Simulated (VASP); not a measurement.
Band structure of PbI2 (1T layered). Computed with vdW-DF2, VASP's PBE PAW potentials (set 64) (plane waves; VASP 6.6.1).

Unless said otherwise, spin-orbit coupling is left out, though it shifts the bands of the heavy elements here.

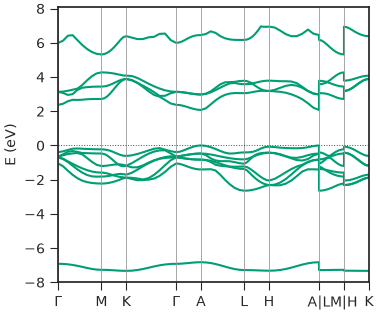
*Bands along high-symmetry lines, zero at the valence-band maximum or, without a gap, the Fermi level*

Question: Read the plot: is there a gap, and where are the band edges?

Answer: The gap is direct, 2.07 eV, from the valence maximum at A to the conduction minimum at A. (Edges off the drawn lines would not show.)

Measured: gap 2.40 eV (computed value off by -0.33 eV), as given by Wikipedia, List of semiconductor materials.

The compound is PbI2 in the 1T layered structure. It was relaxed first, which changed the volume by +13 %.
